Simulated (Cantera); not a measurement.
Charge: 1 mol PH3, 0.029 mol O2, 1.5 mol H2, equilibrated at 9600 Pa.

Equilibrium computed with Cantera from the NASA thermochemical tables; the gas is ideal and each condensed phase is pure. Candidate condensed phases: H2O, P, P4O10; 17 gas species. Gases not in the tables: HPO2, HPO3 and P4O6. Equilibrium is a limit: real reactors are often held back by kinetics, nucleation or transport.

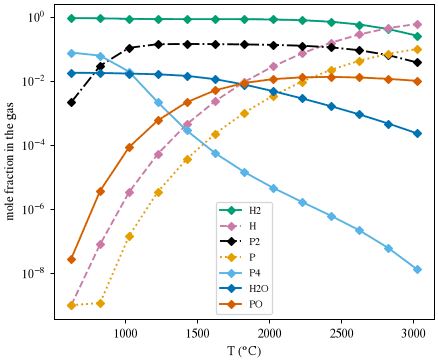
*Equilibrium gas composition (values under 1e-9 drawn at 1e-9)*

From 627 °C to 3027 °C nothing is condensed.
